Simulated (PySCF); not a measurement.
# C2H7F3NPSi2: what the fields show

Input file:

```
{"job": {"kind": "nmr", "xc": "PBE0", "basis": "pcSseg-1"}, "charge": 0, "multiplicity": 1}
F      1.987461    -1.752091     0.222343
C      2.115002    -0.457585     0.608366
F      3.368107    -0.363766     1.095147
F      1.300930    -0.322452     1.675722
C      1.873828     0.540204    -0.449298
P      0.432493     1.259661    -0.934401
N     -0.826073     0.419997    -0.194455
Si    -1.042146    -1.323953    -0.318711
Si    -1.959516     1.392774     0.734262
H      2.779559     0.900879    -0.912676
H     -2.445811    -1.489026    -0.690907
H     -0.758955    -1.946201     0.967367
H     -0.163758    -1.741319    -1.408098
H     -1.612431     1.245147     2.146129
H     -1.760178     2.764911     0.266948
H     -3.296110     0.881763     0.448335
```

Command:

```sh
OMP_NUM_THREADS=1 python probes_run.py task.json out
```

Geometry: GFN2-xTB.

All numbers below come from PBE0/pcSseg-1, SCF density, gas phase, non-relativistic (PySCF 2.14.0).

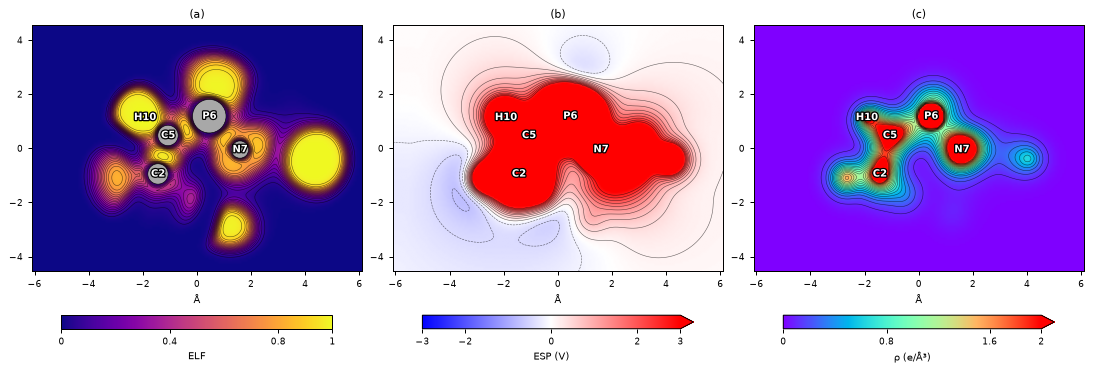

Figure 1. (a) electron localisation function; (b) electrostatic potential; (c) electron density on the plane of atoms P6, C5 and H10. Grey discs cover the atomic cores in the ELF map.

**What does the map show?**

Atoms in the plane: C, P, N and H. C–C (1.47 Å): the density is about 1.9 e/Å³ at the midpoint; the ELF peaks at about 0.95 between the atoms, as expected for localised, covalent bonding. C–P (1.68 Å): ρ at the midpoint is about 1.4 e/Å³; the ELF peaks at about 0.90 between the atoms: localised, covalent bonding. P–N (1.68 Å): ρ at the midpoint is about 1.3 e/Å³; the ELF peaks at about 0.90 between the atoms, as expected for a shared but strongly polarised pair. C–H (1.08 Å): ρ is about 2 e/Å³ halfway; the ELF climbs to about 1 towards the hydrogen, as it does in any bond to H; a covalent bond by its length. The ELF also peaks beside F3 and P6, away from the bonds: lone-pair regions. Outside the dense part of the molecule the potential is most negative (−0.8 V) near F3, which lies off the plane.

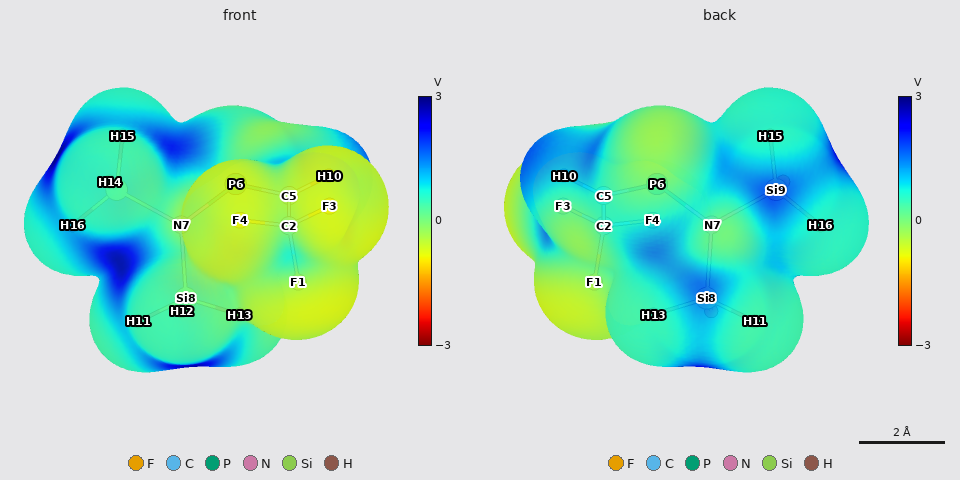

Figure 2. The electrostatic potential painted on the density surface at 0.004 e/bohr³, seen from the front and from behind; red is negative and blue positive.

**Describe the electrostatic potential map.**

The most negative region (about −0.8 V) lies over F1, F3 and F4, the most positive (about +2.7 V) over Si8 and Si9.

**How polar is the molecule by this calculation?**

Its dipole moment is 2.23 D.
